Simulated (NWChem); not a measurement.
# GaH2O (SMILES [O][GaH2]) at UHF/3-21G

What is the vertical ionisation energy of GaH2O at UHF/3-21G? 

The results are computed with NWChem 7.3.0.

## 1. Starting point

GaH2O has 4 atoms, charge 0, and is taken as a doublet. SMILES: `[O][GaH2]`. The shape is that of a PBE0-D4/def2-TZVP optimisation.

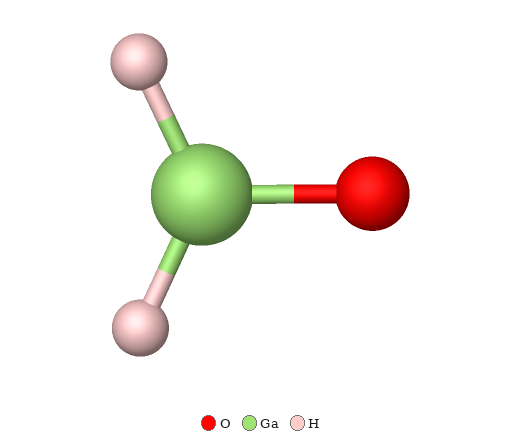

The structure, seen from a chosen angle (oxygen red, gallium green, hydrogen pink).

## 2. A single-point energy at UHF/3-21G

Contents of gah2o.nw:

```
start gah2o
memory 2200 mb

geometry units angstroms noautosym nocenter noautoz
  O     -0.885700    -0.494600     1.322100
  Ga     0.078800     0.019500    -0.100900
  H     -0.675200    -0.040800    -1.460300
  H      1.537600     0.455600     0.218700
end

basis "ao basis" spherical bse
  * library 3-21G
end

scf
  nopen 1
  uhf
  thresh 1e-08
  maxiter 80
  print low
end

task scf energy
```

On the command line:

```
$ nwchem gah2o.nw > gah2o.out
```

Output (excerpt; [...] marks lines left out):

```text
[...]
  functions       =    35
[...]
  wavefunction    = UHF
[...]
         Total SCF energy =  -1989.417039580349
      One electron energy =  -2972.829622787052
      Two electron energy =    886.000154093906
 Nuclear repulsion energy =     97.412429112797
                       Sz =      0.5000
                 Sz(Sz+1) =      0.7500
                      S^2 =      0.7574
[...]
```

Run time: 2.6 s. Hardware: 1 thread of Intel Xeon Platinum 8488C (Sapphire Rapids), shared host; peak memory 0.094 GiB.

## 3. The singlet cation, same level

Contents of gah2o.xyz:

```xyz
4
GaH2O energy
O     -0.885700    -0.494600     1.322100
Ga     0.078800     0.019500    -0.100900
H     -0.675200    -0.040800    -1.460300
H      1.537600     0.455600     0.218700
```

Contents of gah2o.nw:

```
start gah2o
title "GaH2O energy"
memory total 2200 mb
charge 1

geometry units angstrom noautosym nocenter noautoz
  load gah2o.xyz
end

basis spherical bse
  * library 3-21G
end

scf
  thresh 1e-08
  maxiter 80
  noprint "final vectors analysis"
end

task scf energy
```

On the command line:

```
$ nwchem gah2o.nw > gah2o.out
```

Output (excerpt; [...] marks lines left out):

```text
[...]
  functions       =    35
[...]
  wavefunction    = RHF
[...]
         Total SCF energy =  -1988.968666073998
      One-electron energy =  -2960.190342903389
      Two-electron energy =    873.809247716593
 Nuclear repulsion energy =     97.412429112797
        Time for solution =      1.8s
[...]
```

Wall time 2.5 s (1 thread of Intel Xeon Platinum 8488C (Sapphire Rapids), shared host); peak memory 0.097 GiB.

## 4. Summary of results

Level: UHF/3-21G.

| quantity | value |
| --- | --- |
| doublet GaH2O: total energy | -1989.41704 Eh |
| doublet GaH2O: ⟨S²⟩ | 0.757 |
| singlet cation: total energy | -1988.96867 Eh |
| vertical ionisation energy (to the singlet cation) | 12.201 eV |

What this shows: The vertical ionisation energy comes to 12.20 eV (281 kcal/mol). Only the singlet of the ionised species was computed; a triplet could lie lower. Mulliken charges (singlet cation) run from +0.01 on H3 to +0.90 on Ga2.
